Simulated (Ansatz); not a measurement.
**CCSD(T)/aug-cc-pVDZ run of B2NH5 (SMILES BNB)**

Aim: the energy change on altering one bond length of B2NH5 at CCSD(T)/aug-cc-pVDZ, from 2 runs. 

The results are computed with Ansatz 0.2.0.

52 further runs of the same task are left out: 52 set aside as unsound or not needed.

## Step 1: The structure to begin with

B2NH5: 8 atoms, total charge 0, spin state singlet. SMILES: `BNB`. Geometry: relaxed at PBE0-D4/def2-TZVP.

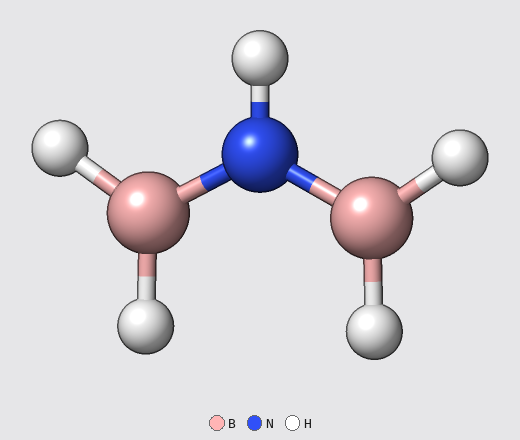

Viewed from a chosen angle; boron pink, nitrogen blue, hydrogen white.

## Step 2: The energy at CCSD(T)/aug-cc-pVDZ

in.yaml

```yaml
crystal:
  periodic: [false, false, false]
  atoms:
    - symbol: B
      position_ang: [-0.828200, 0.654900, -0.693300]
    - symbol: N
      position_ang: [0.260000, 0.377700, 0.170800]
    - symbol: B
      position_ang: [0.695200, -0.910900, 0.567700]
    - symbol: H
      position_ang: [-1.449400, -0.261400, -1.140100]
    - symbol: H
      position_ang: [-1.097800, 1.791200, -0.954100]
    - symbol: H
      position_ang: [0.771000, 1.169500, 0.536500]
    - symbol: H
      position_ang: [1.631600, -1.014200, 1.305600]
    - symbol: H
      position_ang: [0.109700, -1.864100, 0.150900]
basis:
  gaussian: {orbitals: aug-cc-pVDZ}
magnetization: {spin_polarized: false, initial_magnetization: 0}
correlation: {method: ccsd_t, frozen_orbitals: {B: 1, H: 0, "N": 1}}
accuracy: high
scf: {omitted_lower_state_checks: [cluster_reference, increment]}
```

Launch:

```
$ ansatz run in.yaml --threads 1 --pin off --max-ram 3480MiB --events-out events.jsonl --progress --plain --runs-dir runs
```

Log, cut to the lines that bear on the results:

```text
Warning: RAYON_NUM_THREADS=1 ignored (pool sized by the plan → 1); use --threads N
Functional definition: HF
  name "HF"
[...]
2268 factors; integrals over basis functions are off by at most 2.9e-9 eV
[...]
mean field -2905.98592400 eV, -106.7930129589 hartree, gradient 8.6e-9 eV, S^2 0.000000; 0 other end points of the search recorded, 0 dependent functions left out
3 core orbitals not correlated: weight in the atoms' cores, before any rotation towards them, 1.000 or more for the frozen orbitals, at most 0.000 for the correlated occupied ones
reference -2905.98592400 eV, -106.7930129589 hartree; 8, 8 occupied and 103, 103 virtual orbitals, 2268 factors
second order -9.57216731 eV of doubles, -0.00000000 eV of singles
cycle   1  -10.26836937 eV  change   -7.0e-1 eV  update   7.4e-2
[...]
cycle  18  -10.63469986 eV  change  -8.7e-10 eV  update   1.9e-9
perturbative correction -0.31591963 eV, -0.0116098323 hartree
Total energy: -2916.93654349 eV, -107.1954408026 hartree
Checks for a lower state left out: cluster_reference, increment
```

Wall time 26 s (1 thread of Arm Neoverse V1, shared host); peak memory 1.2 GiB.

## Step 3: The distorted shape, same level

molecule.yaml

```yaml
crystal:
  periodic: [false, false, false]
  atoms:
    - {symbol: B, position_ang: [-0.747319, 0.314005, -0.615059]}
    - {symbol: "N", position_ang: [0.340881, 0.036805, 0.249041]}
    - {symbol: B, position_ang: [0.776081, -1.251795, 0.645941]}
    - {symbol: H, position_ang: [-1.368519, -0.602295, -1.061859]}
    - {symbol: H, position_ang: [-1.097800, 1.791200, -0.954100]}
    - {symbol: H, position_ang: [0.851881, 0.828605, 0.614741]}
    - {symbol: H, position_ang: [1.712481, -1.355095, 1.383841]}
    - {symbol: H, position_ang: [0.190581, -2.204995, 0.229141]}
basis:
  gaussian:
    orbitals: aug-cc-pVDZ
correlation:
  method: ccsd_t
  frozen_orbitals: {B: 1, H: 0, "N": 1}
accuracy: high
scf:
  omitted_lower_state_checks: [cluster_reference, increment]
```

Launch:

```
$ ansatz run molecule.yaml --threads 1 --pin off --max-ram 3480MiB --events-out events.jsonl --progress --plain --runs-dir runs
```

Log, cut to the lines that bear on the results:

```text
Warning: RAYON_NUM_THREADS=1 ignored (pool sized by the plan → 1); use --threads N
[... 2 set-up lines as earlier in the session ...]
[...]
2278 factors; integrals over basis functions are off by at most 2.8e-9 eV
[...]
mean field -2905.05129200 eV, -106.7586658666 hartree, gradient 1.7e-8 eV, S^2 0.000000; 0 other end points of the search recorded, 0 dependent functions left out
3 core orbitals not correlated: weight in the atoms' cores, before any rotation towards them, 1.000 or more for the frozen orbitals, at most 0.000 for the correlated occupied ones
reference -2905.05129200 eV, -106.7586658666 hartree; 8, 8 occupied and 103, 103 virtual orbitals, 2278 factors
second order -9.62468117 eV of doubles, -0.00000000 eV of singles
cycle   1  -10.33344842 eV  change   -7.1e-1 eV  update   7.8e-2
[...]
cycle  20  -10.73092926 eV  change   -1.2e-9 eV  update   1.9e-9
perturbative correction -0.33013118 eV, -0.0121320972 hartree
Total energy: -2916.11235245 eV, -107.1651523405 hartree
Checks for a lower state left out: cluster_reference, increment
```

Run time: 27 s. Hardware: 1 thread of Arm Neoverse V1, shared host; peak memory 1.2 GiB.

## Step 4: Outcome

Level: CCSD(T)/aug-cc-pVDZ, 3 core orbitals frozen.

| quantity | value |
| --- | --- |
| first shape: total energy | -107.19544 Eh |
| first shape: correlation energy (3 core orbitals frozen) | -402.4 mEh |
| first shape: (T) correction | -11.61 mEh |
| first shape: T1 diagnostic | 0.011 |
| distorted shape: total energy | -107.16515 Eh |
| distorted shape: correlation energy (3 core orbitals frozen) | -406.5 mEh |
| distorted shape: (T) correction | -12.13 mEh |
| distorted shape: T1 diagnostic | 0.012 |
| energy change with the B1–H5 bond stretched from 1.197 to 1.556 Å | 0.824 eV |

What this shows: With the B1–H5 bond stretched from 1.197 to 1.556 Å the energy rises by 0.82 eV (19.0 kcal/mol). The first shape isn't relaxed at this level, so the change isn't measured from a minimum. The triples (first shape) make up 2.9 % of the correlation energy. The triples (distorted shape) make up 3.0 % of the correlation energy.
